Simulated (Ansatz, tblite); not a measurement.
# AlH2(CCH) (C₂H₃Al): spin states and exact exchange

Is the singlet the ground state of AlH2(CCH) (C₂H₃Al)? Other spin states are computed and compared level by level.

Computed with Ansatz 0.2.0, Gaussian basis. Level: as each input shows.

The runs, in order: triplet, at the geometry of the singlet (GFN1-xTB, GFN2-xTB, PBE0-D4/def2-TZVP, PBE-D4/def2-TZVP, r2SCAN-D4/def2-TZVP); the singlet's energies come from earlier runs.

### Step 1. The structure

The singlet was relaxed beforehand with PBE-D4/def2-TZVP.

6 atoms, charge 0, spin multiplicity 1.

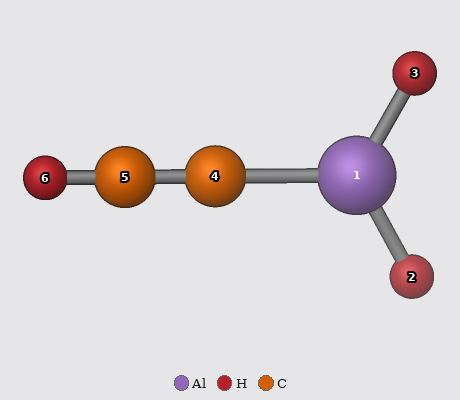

The geometry (aluminium purple, hydrogen red, carbon orange); atoms are numbered from 1 in the order of the file.

As a file:

```
Al    0.6438    1.1150    0.0084
H     2.2322    1.0774    0.0573
H    -0.1785    2.4748   -0.0287
C    -0.3138   -0.5395   -0.0059
C    -0.9243   -1.5986   -0.0124
H    -1.4593   -2.5291   -0.0187
```

### Step 2. Triplet at the fixed geometry, GFN1-xTB

Tight binding, by tblite at 300 K electronic temperature and without a spin-polarisation term:

```python
tblite.interface.Calculator('GFN1-xTB', numbers, positions, charge=0, uhf=2).singlepoint()
```

Energy -185.4857 eV; 0.005 s.

### Step 3. Triplet at the fixed geometry, GFN2-xTB

Tight binding, by tblite at 300 K electronic temperature and without a spin-polarisation term:

```python
tblite.interface.Calculator('GFN2-xTB', numbers, positions, charge=0, uhf=2).singlepoint()
```

Energy -179.6426 eV; 0.009 s.

### Step 4. Triplet at the fixed geometry, PBE0-D4/def2-TZVP

in.yaml reads:

```yaml
crystal:
  periodic: [false, false, false]
  atoms:
    - {symbol: Al, position_ang: [0.643833, 1.115031, 0.008434]}
    - {symbol: H, position_ang: [2.232151, 1.077363, 0.057298]}
    - {symbol: H, position_ang: [-0.178544, 2.474762, -0.028687]}
    - {symbol: C, position_ang: [-0.313798, -0.539473, -0.005936]}
    - {symbol: C, position_ang: [-0.924328, -1.598566, -0.012389]}
    - {symbol: H, position_ang: [-1.459324, -2.529126, -0.018720]}
basis:
  gaussian: {orbitals: def2-TZVP}
magnetization: {spin_polarized: true, initial_magnetization: 2}
hamiltonian: {xc: pbe0, dispersion: d4}
scf: {omitted_lower_state_checks: [starts]}
output: {orbitals: {seedname: orbitals}}
```

Started as:

```sh
> ansatz run in.yaml --threads 4 --pin off --events-out ev --progress --plain --max-ram 3916MiB
```

The log of the run:

```text
Functional definition: PBE0
  name "PBE0"
  cite "Adamo & Barone, J. Chem. Phys. 110, 6158 (1999) doi:10.1063/1.478522"
  cite "Perdew, Burke & Ernzerhof, Phys. Rev. Lett. 77, 3865 (1996) doi:10.1103/PhysRevLett.77.3865"
  parent pbe
  parameter a = 0.25
  parameter kappa = 0.804
  parameter beta = 0.06672455060314922
  exchange = (1 - a)*pbe_x(kappa = kappa, mu = beta*pi^2/3) + a*exact_x
  correlation = pbe_c(beta = beta)
these checks for a lower state are left out or cut short: starts
771 factors; their error is unknown
mean field evaluation 1: about -8694.4328 eV, gradient 4.5e1 eV
mean field evaluation 2: about -8586.4017 eV, gradient 1.1e2 eV
mean field evaluation 4: about -8704.1792 eV, gradient 2.2e1 eV
mean field evaluation 8: about -8708.2064 eV, gradient 1.8e-1 eV
mean field evaluation 16: about -8708.2219 eV, gradient 1.1e-2 eV
mean field evaluation 32: about -8708.2219 eV, gradient 7.8e-6 eV
mean field -8708.22191819 eV, -320.0212528485 hartree, gradient 7.8e-6 eV, S^2 2.013891; 0 other end points of the search recorded, 0 dependent functions left out
reference -8708.22195077 eV, -320.0212540459 hartree; 15, 13 occupied and 102, 104 virtual orbitals, 771 factors
Total energy: -8708.29311832 eV, -320.0238694050 hartree
Checks for a lower state left out: starts
```

Run time: 4 s. Hardware: 4 threads of Arm Neoverse N1, shared host.

Report: HOMO -3.88 eV, LUMO -6.60 eV (over both spins; with the spin held, an empty level of the minority spin lies below the top filled one); ⟨S²⟩ 2.014 (pure: 2.00).

### Step 5. Triplet at the fixed geometry, PBE-D4/def2-TZVP

start.molden holds the orbitals of an earlier run on this state, given as this run's starting guess.

Edit in.yaml of step 4 so:

```diff
@@ -10,5 +10,5 @@
 basis:
-  gaussian: {orbitals: def2-TZVP}
+  gaussian: {orbitals: def2-TZVP, initial_orbitals: start.molden}
 magnetization: {spin_polarized: true, initial_magnetization: 2}
-hamiltonian: {xc: pbe0, dispersion: d4}
+hamiltonian: {xc: pbe, dispersion: d4}
 scf: {omitted_lower_state_checks: [starts]}
```

Launched as before.

The log of the run:

```text
Functional definition: PBE
  name "PBE"
  cite "Perdew, Burke & Ernzerhof, Phys. Rev. Lett. 77, 3865 (1996) doi:10.1103/PhysRevLett.77.3865"
  parent pbe
  parameter kappa = 0.804
  parameter beta = 0.06672455060314922
  exchange = pbe_x(kappa = kappa, mu = beta*pi^2/3)
  correlation = pbe_c(beta = beta)
these checks for a lower state are left out or cut short: starts
751 factors; their error is unknown
mean field evaluation 1: about -8707.7195 eV, gradient 5.7e0 eV
mean field evaluation 2: about -8707.8180 eV, gradient 2.2e-1 eV
mean field evaluation 4: about -8707.8091 eV, gradient 1.5e-2 eV
mean field evaluation 8: about -8707.8091 eV, gradient 1.4e-5 eV
mean field evaluation 16: about -8707.8091 eV, gradient 1.8e-6 eV
mean field -8707.80910154 eV, -320.0060821165 hartree, gradient 1.8e-6 eV, S^2 2.005562; 0 other end points of the search recorded, 0 dependent functions left out
reference -8707.80914553 eV, -320.0060837333 hartree; 15, 13 occupied and 102, 104 virtual orbitals, 751 factors
Total energy: -8707.89373864 eV, -320.0091924727 hartree
Checks for a lower state left out: starts
```

Run time: 2.4 s. Hardware: 4 threads of Arm Neoverse N1, shared host.

HOMO -3.21 eV, LUMO -7.20 eV (over both spins; with the spin held, an empty level of the minority spin lies below the top filled one); ⟨S²⟩ 2.006 (pure: 2.00).

### Step 6. Triplet at the fixed geometry, r2SCAN-D4/def2-TZVP

Edit in.yaml of step 5 so:

```diff
@@ -12,3 +12,3 @@
 magnetization: {spin_polarized: true, initial_magnetization: 2}
-hamiltonian: {xc: pbe, dispersion: d4}
+hamiltonian: {xc: r2scan, dispersion: d4}
 scf: {omitted_lower_state_checks: [starts]}
```

Same command.

The log of the run:

```text
Functional definition: r2SCAN
  name "r2SCAN"
  cite "Furness, Kaplan, Ning, Perdew & Sun, J. Phys. Chem. Lett. 11, 8208 (2020) doi:10.1021/acs.jpclett.0c02405"
  cite "Furness, Kaplan, Ning, Perdew & Sun, J. Phys. Chem. Lett. 11, 9248 (2020) doi:10.1021/acs.jpclett.0c03077"
  parent r2scan
  parameter k0 = 0.174
  parameter k1 = 0.065
  parameter a1 = 4.9479
  exchange = r2scan_x(k0 = k0, k1 = k1, a1 = a1)
  correlation = r2scan_c
these checks for a lower state are left out or cut short: starts
751 factors; their error is unknown
mean field evaluation 1: about -8712.2902 eV, gradient 3.6e0 eV
mean field evaluation 2: about -8712.3267 eV, gradient 8.1e-2 eV
mean field evaluation 4: about -8712.3161 eV, gradient 5.4e-3 eV
mean field evaluation 8: about -8712.3161 eV, gradient 2.1e-5 eV
mean field -8712.31612890 eV, -320.1717123170 hartree, gradient 7.9e-6 eV, S^2 2.015865; 0 other end points of the search recorded, 0 dependent functions left out
reference -8712.31614521 eV, -320.1717129166 hartree; 15, 13 occupied and 102, 104 virtual orbitals, 751 factors
Total energy: -8712.33580681 eV, -320.1724354670 hartree
Checks for a lower state left out: starts
```

Run time: 7 s. Hardware: 4 threads of Arm Neoverse N1, shared host.

HOMO -3.40 eV, LUMO -7.15 eV (over both spins; with the spin held, an empty level of the minority spin lies below the top filled one); ⟨S²⟩ 2.016 (pure: 2.00).

### Step 7. Triplet less singlet, vertical

The singlet's energies are those of its earlier runs, whose logs aren't repeated here.

```csv
level,"triplet less singlet, vertical (eV)",time
GFN1-xTB,+6.021,0.009 s
GFN2-xTB,+5.136,0.012 s
PBE-D4/def2-TZVP,+4.024,3.4 s
r2SCAN-D4/def2-TZVP,+4.114,8.9 s
PBE0-D4/def2-TZVP,+4.403,5.3 s
```

Times add the two runs; a level without a time comes out of a correlated run. Tight binding without a spin term can't rank spin states.

### Step 8. Summary of results

| quantity | value |
| --- | --- |
| triplet less singlet, vertical, functionals in def2-TZVP | +4.024 (PBE-D4) to +4.403 eV (PBE0-D4) |

What this shows: All functionals put the triplet above the singlet, over a spread of 0.379 eV. The checks for a lower triplet were left out, so another state of that spin may lie lower. These are electronic energies, without zero-point motion, entropy or surroundings.
